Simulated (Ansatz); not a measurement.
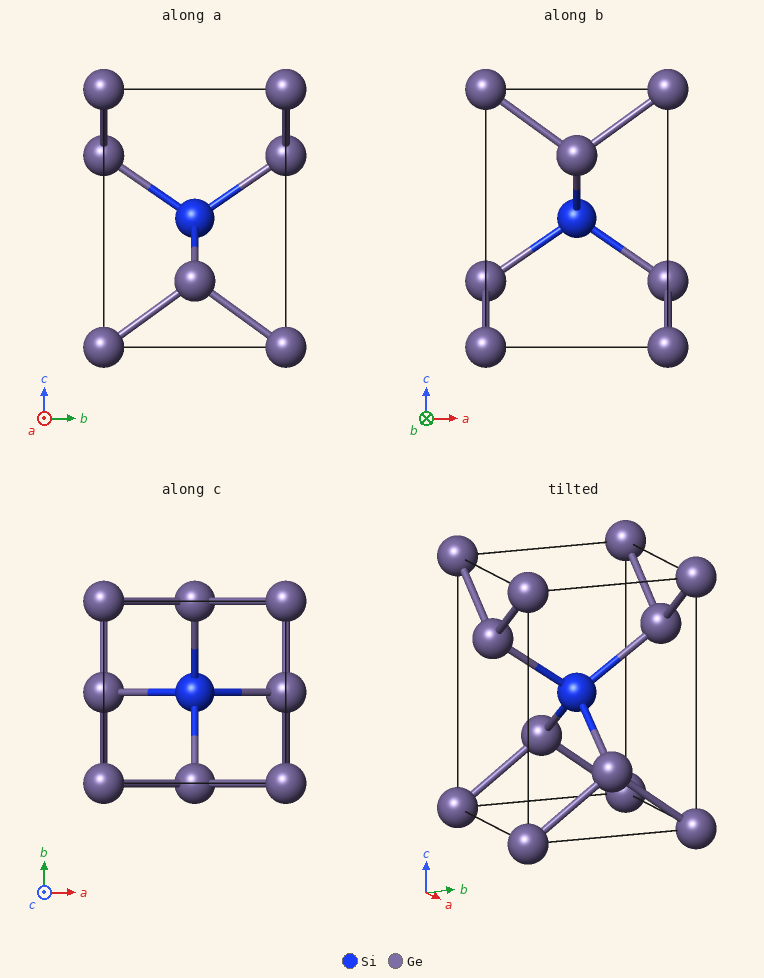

Structure drawing (ball-and-stick), viewed along the a axis, along the b axis, along the c axis and slightly off an axis. The lines enclose the conventional unit cell; boundary atoms appear with their images.

Lattice parameters: a = 4.013 Å, b = 4.013 Å, c = 5.680 Å, α = 90.00°, β = 90.00°, γ = 90.00°.

Q: Turn the picture into a table of Wyckoff sites, with free fractional coordinates to two decimals.

A: Space group P-4m2 (No. 115).
```tsv
atom	site	x	y	z
Si	1c	0.50	0.50	0.50
Ge	1a	0.00	0.00	0.00
Ge	2g	0.50	0.00	0.74
```

Starting structure: a structure type filled with these elements by a generator (whether the compound takes this form wasn't checked). Earlier steps of the study, as a rule a relaxation of our own, may have changed the cell and positions, so they can lie some per cent off the listed ones. Ansatz was used for an electronic-structure calculation on it.
